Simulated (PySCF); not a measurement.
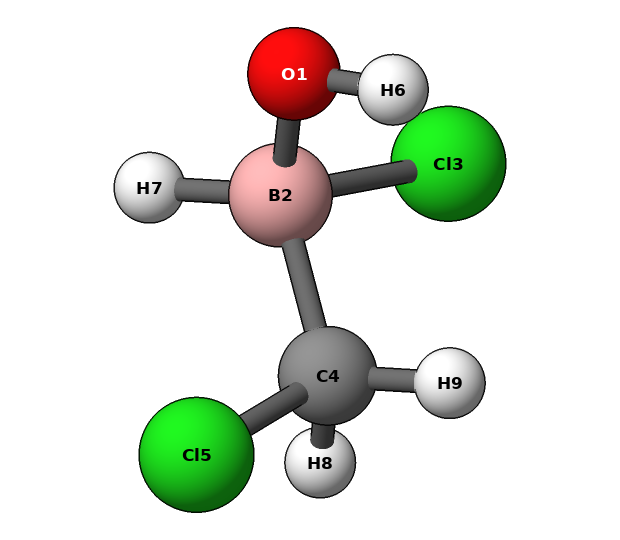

The questions are on isotropic NMR shieldings of the H atoms. State: charge −1, singlet. The geometry was computed by an optimisation with PBE0-D3(BJ)/def2-SVP. No frequency run is at hand to confirm it as a minimum. Level of theory: GIAO PBE0/aug-cc-pVDZ NMR shielding, non-relativistic, gas phase (PySCF 2.14.0).

**Which H atom is the most shielded (lowest chemical shift)?**

H6 (32.56 ppm).

**Which H atom is the least shielded (highest chemical shift)?**

H7 (27.58 ppm).

**How wide is the range of H shifts?**

4.98 ppm.

List the isotropic NMR shieldings of the H atoms.

```tsv
atom	σ (ppm)
H6	32.56
H7	27.58
H8	28.28
H9	28.96
```
